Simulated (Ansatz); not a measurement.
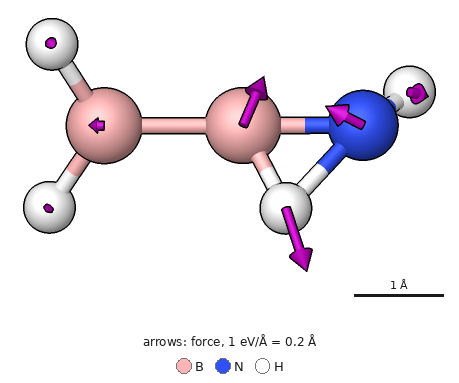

Starting geometry of B$_{2}$NH$_{4}$ (multiplicity 2) with the computed forces as purple arrows. Style: ball-and-stick. Shown face on.

It is one of the separated reactants of a reaction.

These are results of Ansatz, UKS PBE-D4/def2-SVP, not measurements.

Input file:
```yaml
crystal:
  periodic: [false, false, false]
  atoms:
    - {symbol: B, position_ang: [-1.013064, 0.349296, -1.004433]}
    - {symbol: B, position_ang: [0.073865, -0.025512, 0.073173]}
    - {symbol: N, position_ang: [1.012999, -0.349263, 1.004342]}
    - {symbol: H, position_ang: [-2.005670, -0.311966, -1.119833]}
    - {symbol: H, position_ang: [-0.856909, 1.298959, -1.718304]}
    - {symbol: H, position_ang: [-0.343628, -0.137510, 1.138845]}
    - {symbol: H, position_ang: [1.786074, -0.969343, 0.817646]}
basis:
  gaussian: {orbitals: def2-SVP}
magnetization: {spin_polarized: true, initial_magnetization: 1}
hamiltonian: {xc: pbe, dispersion: d4}
relax: {f_tol: 0.03, max_steps: 250}
```

Command:
```bash
ansatz run in.yaml --threads 2 --pin off --events-out ev --progress --plain --max-ram 4352MiB
```

### What follows when this structure is relaxed?

It isn't relaxed: the largest force vector, on H6, is 4.13 eV/Å. The final displacements have little in common with the starting forces (cosine between the two patterns 0.11). The atom that moves furthest after the best rigid fit is H6 (1.23 Å). Largest moves by element: H 1.23 Å, N 0.29 Å, B 0.23 Å. Among the contacts that change: B2–H6 1.150 → 2.116 Å, N3–H6 1.380 → 1.024 Å, B1–H4 1.198 → 1.219 Å, B1–B2 1.576 → 1.595 Å. Bonds break: B2–H6 (1.15 → 2.12 Å). The energy falls by 2.770 eV in 12 geometry steps. The largest force component goes from 3.6 to 0.0069 eV/Å. Cost: 14 s on 2 threads of Arm Neoverse V1, on a shared host.
